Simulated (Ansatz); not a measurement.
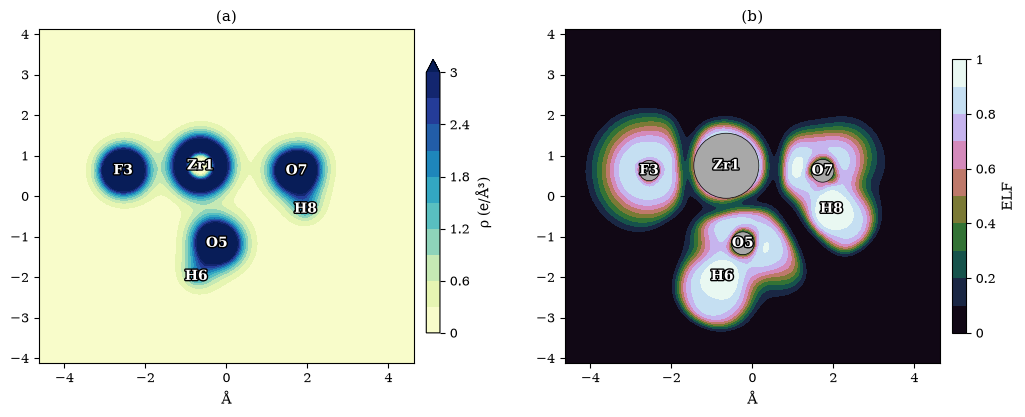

*ClF₂H₃O₂Zr. (a) electron density; (b) ELF on the plane of atoms O5, Zr1 and O7. Grey discs cover the atomic cores in the ELF map.*

Core potentials replace the inner electrons of Zr.

The calculation used Ansatz, RKS B3LYP-D4/def2-SVP.

The calculation's input:

```
crystal:
  periodic: [false, false, false]
  atoms:
    - { symbol: Zr, position_ang: [0.172242, -0.045668, 0.002038] }
    - { symbol: Cl, position_ang: [0.136525, 0.151433, 2.482336] }
    - { symbol: F, position_ang: [2.017964, -0.108214, -0.441082] }
    - { symbol: F, position_ang: [-0.490715, 1.45086, -0.965286] }
    - { symbol: O, position_ang: [-0.557396, -1.693956, -0.605029] }
    - { symbol: H, position_ang: [-0.82699, -2.506234, -1.040108] }
    - { symbol: O, position_ang: [-2.846807, 0.242362, 1.181914] }
    - { symbol: H, position_ang: [-3.297217, -0.61342, 1.198087] }
    - { symbol: H, position_ang: [-2.395406, 0.285437, 2.05813] }
basis:
  gaussian: { orbitals: def2-SVP }
hamiltonian:
  xc: b3lyp
  dispersion: d4
relax:
  f_tol: 0.03
  max_steps: 50
output:
  orbitals: {}
```

Command:

```sh
ansatz run input.yaml --threads 4 --pin off --max-ram 5120MiB --backend cpu --events-out ev --progress --plain --runs-dir out
```

The fields are those of the run's last geometry, not of the input's.

Interpret the plot.

Answer. The section cuts through Zr, F, O and H sites.
Zr–F (1.91 Å): the density is about 0.92 e/Å³ at the midpoint; the ELF peaks at about 0.85 in the valence shell of F, 0.5 Å from its nucleus, and drops to about 0.20 between the two atoms.
Zr–O (1.96 Å): the density is about 0.86 e/Å³ at the midpoint; the ELF peaks at about 0.85 in the valence shell of O, 0.6 Å from its nucleus, and drops to about 0.25 between the two atoms.
O–H (0.96 Å): ρ is about 3.6 e/Å³ halfway; the ELF climbs to about 1 towards the hydrogen, as it does in any bond to H: an ordinary covalent bond to hydrogen.
